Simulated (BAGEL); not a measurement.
# C2H8OSi (SMILES CC[SiH2]O): a chain of runs

Wanted: a single-point energy (HF/6-31G*), then the energy (NEVPT2(2,2)/6-31G*), then a single-point energy (CASPT2(2,2)/6-31G*) of C2H8OSi. 

The calculation is run with BAGEL 1.2.2.

1 further run of the same task is left out (set aside as unsound or not needed).

**1. The system as given**

C2H8OSi has 12 atoms, charge 0, and is taken as a singlet. SMILES: `CC[SiH2]O`. The Si3–H10 distance was set to 2.390 Å, away from the relaxed value. At this shape a bond of the SMILES string is far longer than usual.

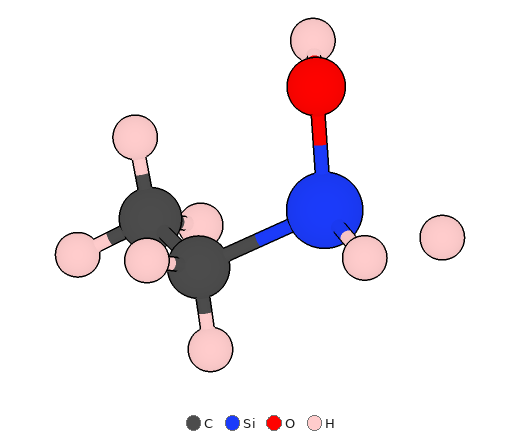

The structure, seen from a chosen angle (carbon dark grey, silicon blue, oxygen red, hydrogen pink).

**2. The energy at HF/6-31G(d) (density fitting with svp-jkfit, spherical functions) (run 1)**

job.json

```json
{ "bagel": [

{
  "title": "molecule",
  "basis": "6-31gs.json",
  "df_basis": "svp-jkfit",
  "angstrom": "true",
  "geometry": [
    { "atom": "C", "xyz": [      -1.586621,       0.051924,       0.677750 ] },
    { "atom": "C", "xyz": [      -0.317721,      -0.228176,       1.478750 ] },
    { "atom": "Si", "xyz": [       1.223479,       0.505224,       0.719550 ] },
    { "atom": "O", "xyz": [       1.133379,       2.149724,       0.578550 ] },
    { "atom": "H", "xyz": [      -1.509321,      -0.334276,      -0.342650 ] },
    { "atom": "H", "xyz": [      -1.783721,       1.125324,       0.609450 ] },
    { "atom": "H", "xyz": [      -2.466021,      -0.408276,       1.134950 ] },
    { "atom": "H", "xyz": [      -0.416721,       0.156124,       2.499850 ] },
    { "atom": "H", "xyz": [      -0.155721,      -1.308776,       1.575350 ] },
    { "atom": "H", "xyz": [       1.555800,      -0.473500,      -1.435500 ] },
    { "atom": "H", "xyz": [       2.405979,       0.242124,       1.577250 ] },
    { "atom": "H", "xyz": [       0.623479,       2.504624,      -0.149750 ] }
  ]
},

{
  "title": "hf"
},

{
  "title": "print",
  "file": "orbitals.molden",
  "orbitals": "true"
}

]}
```

The basis set 6-31G* is read from a file made from the Basis Set Exchange's data (not shown).

Launch:

```sh
$ BAGEL_NUM_THREADS=1 BAGEL job.json > job.out
```

Log:

```text
* using 1 threads per process

  ===============================================================
  ===============================================================

  *** Geometry ***

  { "atom" : "C", "xyz" : [     -2.998279,      0.098122,      1.280762 ] },
  { "atom" : "C", "xyz" : [     -0.600406,     -0.431190,      2.794433 ] },
  { "atom" : "Si", "xyz" : [      2.312040,      0.954735,      1.359752 ] },
  { "atom" : "O", "xyz" : [      2.141776,      4.062390,      1.093301 ] },
  { "atom" : "H", "xyz" : [     -2.852203,     -0.631690,     -0.647515 ] },
  { "atom" : "H", "xyz" : [     -3.370744,      2.126554,      1.151694 ] },
  { "atom" : "H", "xyz" : [     -4.660104,     -0.771530,      2.144745 ] },
  { "atom" : "H", "xyz" : [     -0.787489,      0.295032,      4.724032 ] },
  { "atom" : "H", "xyz" : [     -0.294270,     -2.473228,      2.976980 ] },
  { "atom" : "H", "xyz" : [      2.940036,     -0.894785,     -2.712702 ] },
  { "atom" : "H", "xyz" : [      4.546641,      0.457548,      2.980571 ] },
  { "atom" : "H", "xyz" : [      1.178205,      4.733053,     -0.282986 ] },

  Number of auxiliary basis functions:      499

  Since a DF basis is specified, we compute 2- and 3-index integrals:
    o Being stored without compression. Storage requirement is 0.023 GB

  Number of basis functions:       76
  Number of electrons      :       42

    * METHOD: MOLECULE                             0.27

  *** RHF ***

  === Nuclear Repulsion ===
   173.6210694956

      * DIIS with orbital gradients will be used.

  === RHF iteration (6-31gs.json) ===
      0       -443.90332120          0.02107445           0.07
      1       -444.04236731          0.01235606           0.07
      2       -444.10552655          0.00189811           0.07
      3       -444.10738396          0.00051145           0.07
      4       -444.10751258          0.00007933           0.07
      5       -444.10751771          0.00001824           0.07
      6       -444.10751803          0.00000618           0.07
      7       -444.10751806          0.00000152           0.07
      8       -444.10751806          0.00000053           0.07
      9       -444.10751806          0.00000021           0.07
     10       -444.10751806          0.00000007           0.07
     11       -444.10751806          0.00000002           0.07
     12       -444.10751806          0.00000001           0.07
    * SCF iteration converged.

    * Permanent dipole moment:
           (    0.779927,    -0.133724,    -0.459429) a.u.

    * METHOD: HF                                   1.09

    * METHOD: PRINT                                0.01

  ===============================================================
```

It took 1.5 s on 1 thread of Arm Neoverse V1, shared host; peak memory 0.15 GiB.

**3. A single-point energy at NEVPT2(2,2)/6-31G(d) (density fitting with svp-jkfit, spherical functions) (run 2)**

input.json

```json
{ "bagel" : [

{
  "title" : "molecule",
  "basis" : "6-31gs.json",
  "df_basis" : "svp-jkfit",
  "angstrom" : true,
  "geometry" : [
    { "atom" : "C", "xyz" : [   -1.586621,    0.051924,    0.677750 ] },
    { "atom" : "C", "xyz" : [   -0.317721,   -0.228176,    1.478750 ] },
    { "atom" : "Si", "xyz" : [    1.223479,    0.505224,    0.719550 ] },
    { "atom" : "O", "xyz" : [    1.133379,    2.149724,    0.578550 ] },
    { "atom" : "H", "xyz" : [   -1.509321,   -0.334276,   -0.342650 ] },
    { "atom" : "H", "xyz" : [   -1.783721,    1.125324,    0.609450 ] },
    { "atom" : "H", "xyz" : [   -2.466021,   -0.408276,    1.134950 ] },
    { "atom" : "H", "xyz" : [   -0.416721,    0.156124,    2.499850 ] },
    { "atom" : "H", "xyz" : [   -0.155721,   -1.308776,    1.575350 ] },
    { "atom" : "H", "xyz" : [    1.555800,   -0.473500,   -1.435500 ] },
    { "atom" : "H", "xyz" : [    2.405979,    0.242124,    1.577250 ] },
    { "atom" : "H", "xyz" : [    0.623479,    2.504624,   -0.149750 ] }
  ]
},
{
  "title" : "hf"
},
{
  "title" : "nevpt2",
  "nstate" : 1,
  "nact" : 2,
  "nclosed" : 20,
  "active" : [21, 22],
  "maxiter" : 200,
  "natocc" : true,
  "ncore" : 8
},
{
  "title" : "print",
  "file" : "orbitals.molden",
  "orbitals" : true
}

]}
```

The basis set 6-31G* is read from a file made from the Basis Set Exchange's data (not shown).

Launch:

```sh
$ BAGEL_NUM_THREADS=1 BAGEL input.json > input.out
```

Log:

```text
* using 1 threads per process

  ===============================================================
  ===============================================================

  *** Geometry ***

  { "atom" : "C", "xyz" : [     -2.998279,      0.098122,      1.280762 ] },
  { "atom" : "C", "xyz" : [     -0.600406,     -0.431190,      2.794433 ] },
  { "atom" : "Si", "xyz" : [      2.312040,      0.954735,      1.359752 ] },
[... 8 lines of this table left out ...]
  { "atom" : "H", "xyz" : [      1.178205,      4.733053,     -0.282986 ] },

  Number of auxiliary basis functions:      499

  Since a DF basis is specified, we compute 2- and 3-index integrals:
    o Being stored without compression. Storage requirement is 0.023 GB

[... 18 lines left out ...]
    * SCF iteration converged.
[... 1 line left out ...]
    * Permanent dipole moment:
[... 28 lines left out ...]
    * Second-order optimization converged. *

     guess   0:   closed 1.                   open ..

  === FCI iteration ===

      0  0      -444.10493530     7.11e-02      0.00
      1  0      -444.14227162     8.20e-03      0.00
      2  0 *    -444.14294083     4.48e-16      0.00

     * ci vector, state   0, <S^2> = 0.0000
       2.     0.9659047821
       .2    -0.2588975703

  === DF-NEVPT2 calculation ===

    * 3-index integral transformation done
    * assembly done

      NEVPT2 correlation energy:   -0.5060131256      0.15

          (+0)     -0.4769969495
          (+0)'    -0.0038060199
          (+1)     -0.0115299382
          (+1)'    -0.0000000000
          (+2)     -0.0003050563
          (-1)     -0.0123057162
          (-1)'     0.0000000000
          (-2)     -0.0010694454

      NEVPT2 total energy:       -444.6489539560

    * METHOD: NEVPT2                               3.99

    * METHOD: PRINT                                0.01

  ===============================================================
```

Wall time 5.7 s (1 thread of Arm Neoverse V1, shared host); peak memory 0.15 GiB.

**4. The energy at CASPT2(2,2)/6-31G(d) (density fitting with svp-jkfit, spherical functions) (run 3)**

job.json

```json
{ "bagel" : [

{
  "title" : "molecule",
  "basis" : "6-31gs.json",
  "df_basis" : "svp-jkfit",
  "angstrom" : true,
  "geometry" : [
    { "atom" : "C", "xyz" : [      -1.586621,       0.051924,       0.677750 ] },
    { "atom" : "C", "xyz" : [      -0.317721,      -0.228176,       1.478750 ] },
    { "atom" : "Si", "xyz" : [       1.223479,       0.505224,       0.719550 ] },
    { "atom" : "O", "xyz" : [       1.133379,       2.149724,       0.578550 ] },
    { "atom" : "H", "xyz" : [      -1.509321,      -0.334276,      -0.342650 ] },
    { "atom" : "H", "xyz" : [      -1.783721,       1.125324,       0.609450 ] },
    { "atom" : "H", "xyz" : [      -2.466021,      -0.408276,       1.134950 ] },
    { "atom" : "H", "xyz" : [      -0.416721,       0.156124,       2.499850 ] },
    { "atom" : "H", "xyz" : [      -0.155721,      -1.308776,       1.575350 ] },
    { "atom" : "H", "xyz" : [       1.555800,      -0.473500,      -1.435500 ] },
    { "atom" : "H", "xyz" : [       2.405979,       0.242124,       1.577250 ] },
    { "atom" : "H", "xyz" : [       0.623479,       2.504624,      -0.149750 ] }
  ]
},

{ "title" : "hf" },

{ "title" : "casscf", "nstate" : 1, "nact" : 2, "nclosed" : 20, "active" : [21, 22], "maxiter" : 200, "natocc" : true },

{ "title" : "print", "file" : "orbitals.molden", "orbitals" : true },

{ "title" : "smith", "method" : "caspt2", "ms" : true, "xms" : true, "sssr" : true, "shift" : 0.2, "shift_imag" : true, "ncore" : 8 }

]}
```

The basis set 6-31G* is read from a file made from the Basis Set Exchange's data (not shown).

Launch:

```sh
$ BAGEL_NUM_THREADS=1 BAGEL job.json > job.out
```

Log:

```text
* using 1 threads per process

  ===============================================================
  ===============================================================

  *** Geometry ***

  { "atom" : "C", "xyz" : [     -2.998279,      0.098122,      1.280762 ] },
  { "atom" : "C", "xyz" : [     -0.600406,     -0.431190,      2.794433 ] },
  { "atom" : "Si", "xyz" : [      2.312040,      0.954735,      1.359752 ] },
[... 8 lines of this table left out ...]
  { "atom" : "H", "xyz" : [      1.178205,      4.733053,     -0.282986 ] },

  Number of auxiliary basis functions:      499

  Since a DF basis is specified, we compute 2- and 3-index integrals:
    o Being stored without compression. Storage requirement is 0.023 GB

[... 18 lines left out ...]
    * SCF iteration converged.
[... 1 line left out ...]
    * Permanent dipole moment:
[... 27 lines left out ...]
    * Second-order optimization converged. *
[... 9 lines left out ...]
     * ci vector, state   0, <S^2> = 0.0000
[... 16 lines left out ...]
    * Zeroth order energy : state  0       -0.6190091659
[... 4 lines left out ...]
       #      aibj      arbs      arbi      airj      risj      airs      arst      rist         Etot      error   time
[... 2 lines left out ...]
       0  -0.47551  -0.00136  -0.01270  -0.01250  -0.00047  -0.00354  -0.00000  -0.00000   -0.5060824  0.0006490   0.08
       1  -0.47558  -0.00137  -0.01272  -0.01261  -0.00049  -0.00359   0.00000  -0.00000   -0.5063527  0.0000906   0.07
       2  -0.47558  -0.00137  -0.01272  -0.01261  -0.00049  -0.00359  -0.00000  -0.00000   -0.5063571  0.0000147   0.07
       3  -0.47558  -0.00137  -0.01272  -0.01261  -0.00049  -0.00359  -0.00000  -0.00000   -0.5063572  0.0000025   0.07
       4  -0.47558  -0.00137  -0.01272  -0.01261  -0.00049  -0.00359   0.00000  -0.00000   -0.5063572  0.0000003   0.07

      ------------------------------------------------------------------------------------------------------------------

    * CASPT2 energy : state  0     -444.6518126264
        w/o shift correction       -444.6492979946
        reference weight              0.8572783031

    * METHOD: SMITH                                0.60

  ===============================================================
```

It took 6 s on 1 thread of Arm Neoverse V1, shared host; peak memory 0.16 GiB.

**5. What came out**

| quantity | value |
| --- | --- |
| run 1, HF/6-31G*: total energy | -444.10752 Eh |
| run 1, HF/6-31G*: dipole moment | 2.33 D |
| run 1, HF/6-31G*: HOMO energy | -9.42 eV |
| run 1, HF/6-31G*: LUMO energy | 2.61 eV |
| run 1, HF/6-31G*: HOMO–LUMO gap | 12.02 eV |
| run 2, NEVPT2(2,2)/6-31G*: total energy | -444.64895 Eh |
| run 3, CASPT2(2,2)/6-31G*: total energy | -444.65181 Eh |
